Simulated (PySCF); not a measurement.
# One shape, several levels: HN2 (dinitrogen monohydride)

We compute a comparison of 6 runs (U-wB97X-V/STO-3G, UB3LYP/STO-3G, RPA/STO-3G, UMP2/STO-3G, UCISD/STO-3G, UCCSD(T)/STO-3G) of HN2 (dinitrogen monohydride). Input form: a Python script.

The results are computed with PySCF 2.14.0.

## (1) The molecule

The species is HN2 (3 atoms), typed as a doublet with charge 0. SMILES: `[N]=N`. The shape was changed from the relaxed one by the stated rule. At this shape the atoms don't form one bonded unit as the SMILES string has it.

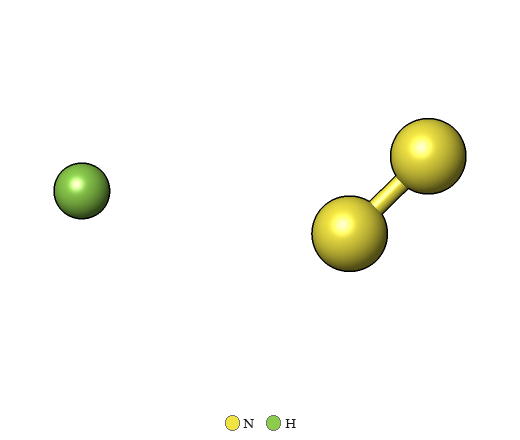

Viewed from a chosen angle; nitrogen yellow, hydrogen green.

## (2) The energy at U-wB97X-V/STO-3G (run 1)

File input.py:

```python
from pyscf import gto, dft

mol = gto.M(
    atom='N 1.127192 -2.460592 0.360752; N 0.168822 -2.005532 -0.117208; H -0.472040 0.825820 -0.172480',
    max_memory=1860,
    basis='sto-3g',
    spin=1,
    charge=0,
    verbose=3,
)

mf = dft.UKS(mol)
mf.xc = 'wb97x-v'
mf.conv_tol = 1e-10
mf.nlcgrids.level = 1
mf.grids.level = 5
mf.kernel()
if not mf.converged:
    mf = mf.newton().run(mf.mo_coeff, mf.mo_occ)

e_tot = mf.e_tot
print('E = %.10f Eh' % e_tot)
```

On the command line:

```
$ OMP_NUM_THREADS=1 python input.py
```

The program printed:

```text
WARN: HOMO -0.132949558996096 >= LUMO -0.132949558996097

converged SCF energy = -108.512972167194  <S^2> = 0.75000338  2S+1 = 2.0000034
E = -108.5129721672 Eh
```

Run time: 8.7 s. Hardware: 1 thread of Arm Neoverse V1, shared host; peak memory 0.16 GiB.

## (3) A single-point energy at UB3LYP/STO-3G (run 2)

File input.py:

```python
from pyscf import gto, dft

molecule = gto.M(
    atom='''
N    1.127192  -2.460592   0.360752
N    0.168822  -2.005532  -0.117208
H   -0.472040   0.825820  -0.172480
''',
    verbose=3,
    basis='sto-3g',
    spin=1,
    max_memory=1860,
)

calc0 = dft.UKS(molecule, xc='b3lyp')
calc0.conv_tol = 1e-10
calc0.grids.level = 5
calc0.kernel()
if not calc0.converged:
    calc0 = calc0.newton().run(calc0.mo_coeff, calc0.mo_occ)

etot = calc0.e_tot
print(f'total energy: {etot:.8f} hartree')
```

On the command line:

```
$ OMP_NUM_THREADS=1 python input.py
```

The program printed:

```text
WARN: HOMO -0.140699623060665 >= LUMO -0.140699623060666

converged SCF energy = -108.522913167331  <S^2> = 0.75000744  2S+1 = 2.0000074
total energy: -108.52291317 hartree
```

It took 2.2 s on 1 thread of Arm Neoverse V1, shared host; peak memory 0.17 GiB.

Runs 3 to 4 aren't shown in full; the table further down has their settings and results.

## (4) A single-point energy at UCISD/STO-3G (run 5)

File mol.xyz:

```xyz
3

N      1.127192    -2.460592     0.360752
N      0.168822    -2.005532    -0.117208
H     -0.472040     0.825820    -0.172480
```

File input.py:

```python
from pyscf import gto, ci

molecule = gto.M(
    atom='mol.xyz',
    basis='sto-3g',
    verbose=4,
    max_memory=1860,
    spin=1,
)

mf = molecule.UHF()
mf.conv_tol = 1e-10
mf.kernel()
if not mf.converged:
    mf = mf.newton().run(mf.mo_coeff, mf.mo_occ)

cisd = ci.CISD(mf, frozen=2)
cisd.kernel()
e_final = cisd.e_tot
print(f'total energy: {e_final:.8f} hartree')
```

On the command line:

```
$ OMP_NUM_THREADS=1 python input.py
```

The program printed:

```text
PySCF version 2.14.0

[INPUT] num. atoms = 3
[INPUT] num. electrons = 15
[INPUT] charge = 0
[INPUT] spin (= nelec alpha-beta = 2S) = 1
[INPUT] symmetry False subgroup None
[INPUT] Mole.unit = angstrom
[INPUT] Symbol           X                Y                Z      unit          X                Y                Z       unit  Magmom
[INPUT]  1 N      1.127192000000  -2.460592000000   0.360752000000 AA    2.130084169801  -4.649844984296   0.681722478889 Bohr   0.0
[INPUT]  2 N      0.168822000000  -2.005532000000  -0.117208000000 AA    0.319027343801  -3.789906214051  -0.221491019608 Bohr   0.0
[INPUT]  3 H     -0.472040000000   0.825820000000  -0.172480000000 AA   -0.892026319840   1.560573628188  -0.325939961965 Bohr   0.0

nuclear repulsion = 24.5624188506056
number of shells = 7
number of NR pGTOs = 33
number of NR cGTOs = 11
basis = sto-3g
ecp = {}

[... 81 lines left out ...]
converged SCF energy = -107.964218340642  <S^2> = 0.7500251  2S+1 = 2.0000251
[... 1 line left out ...]
******** <class 'pyscf.ci.ucisd.UCISD'> ********
CISD nocc = (np.int64(6), np.int64(5)), nmo = (9, 9)
frozen orbitals 2
max_cycle = 50
direct = 0
conv_tol = 1e-09
max_cycle = 50
max_space = 12
lindep = 0
nroots = 1
Init t2, MP2 energy = -0.179255268642843
UCISD converged
E(UCISD) = -108.1250542273489  E_corr = -0.1608358867068853
total energy: -108.12505423 hartree
```

It took 0.78 s on 1 thread of Arm Neoverse V1, shared host; peak memory 0.12 GiB.

## (5) A single-point energy at UCCSD(T)/STO-3G (run 6)

File calc.py:

```python
from pyscf import gto, cc

molecule = gto.Mole()
molecule.atom = '''
N      2.130084    -4.649845     0.681722
N      0.319027    -3.789906    -0.221491
H     -0.892026     1.560574    -0.325940
'''
molecule.basis = 'sto-3g'
molecule.max_memory = 1860
molecule.verbose = 4
molecule.unit = 'bohr'
molecule.spin = 1
molecule.build()

mf = molecule.UHF()
mf.conv_tol = 1e-10
mf.kernel()
if not mf.converged:
    mf = mf.newton().run(mf.mo_coeff, mf.mo_occ)

mycc = cc.CCSD(mf, frozen=2)
mycc.kernel()
e_t = mycc.ccsd_t()
etot = mycc.e_tot + e_t
print(f'total energy: {etot:.8f} hartree')
```

On the command line:

```
$ OMP_NUM_THREADS=1 python calc.py
```

The program printed:

```text
PySCF version 2.14.0

[INPUT] num. atoms = 3
[INPUT] num. electrons = 15
[INPUT] charge = 0
[INPUT] spin (= nelec alpha-beta = 2S) = 1
[INPUT] symmetry False subgroup None
[INPUT] Mole.unit = bohr
[INPUT] Symbol           X                Y                Z      unit          X                Y                Z       unit  Magmom
[INPUT]  1 N      1.127191910145  -2.460592008310   0.360751746583 AA    2.130084000000  -4.649845000000   0.681722000000 Bohr   0.0
[INPUT]  2 N      0.168821818068  -2.005531886729  -0.117207989624 AA    0.319027000000  -3.789906000000  -0.221491000000 Bohr   0.0
[INPUT]  3 H     -0.472039830748   0.825820196754  -0.172480020127 AA   -0.892026000000   1.560574000000  -0.325940000000 Bohr   0.0

nuclear repulsion = 24.5624185508875
number of shells = 7
number of NR pGTOs = 33
number of NR cGTOs = 11
basis = sto-3g
ecp = {}

[... 81 lines left out ...]
converged SCF energy = -107.9642183379  <S^2> = 0.7500251  2S+1 = 2.0000251
[... 12 lines left out ...]
Init t2, MP2 energy = -0.17925527490306
[... 13 lines left out ...]
UCCSD converged
[... 2 lines left out ...]
total energy: -108.13828401 hartree
```

Run time: 0.82 s. Hardware: 1 thread of Arm Neoverse V1, shared host; peak memory 0.12 GiB.

## (6) All runs side by side

```csv
run,level,nlc grid,integration grid,frozen core orbitals,energy (Eh),dipole moment (D) of the reference,HOMO energy (eV),LUMO energy (eV),wall time
1,U-wB97X-V/STO-3G,1,5,–,-108.512972,0.00,-9.54,4.01,8.7 s
2,UB3LYP/STO-3G,–,5,–,-108.522913,0.01,-6.51,0.85,2.2 s
3,RPA/STO-3G,–,–,2,-108.117195,0.00,-12.60,6.83,0.76 s
4,UMP2/STO-3G,–,–,2,-108.143474,0.00,-12.60,6.83,0.72 s
5,UCISD/STO-3G,–,–,2,-108.125054,0.00,-12.60,6.83,0.78 s
6,UCCSD(T)/STO-3G,–,–,2,-108.138284,0.00,-12.60,6.83,0.82 s
```

## (7) Summary of results

| quantity | value |
| --- | --- |
| run 6: total energy | -108.13828 Eh |
| run 6: dipole moment (Hartree–Fock density) | 0.00 D |
| run 6: HOMO energy (Hartree–Fock orbitals) (highest over α and β) | -12.60 eV |
| run 6: LUMO energy (Hartree–Fock orbitals) (lowest over α and β) | 6.83 eV |
| run 6: correlation energy (2 core orbitals frozen) | -174.1 mEh |
| run 6: (T) correction | -1.97 mEh |
| run 6: ⟨S²⟩ | 0.750 |
| run 6: T1 diagnostic | 0.004 |

In words: Totals of different functionals can't be ranked against each other. All runs together took 14 s, the longest 8.7 s.
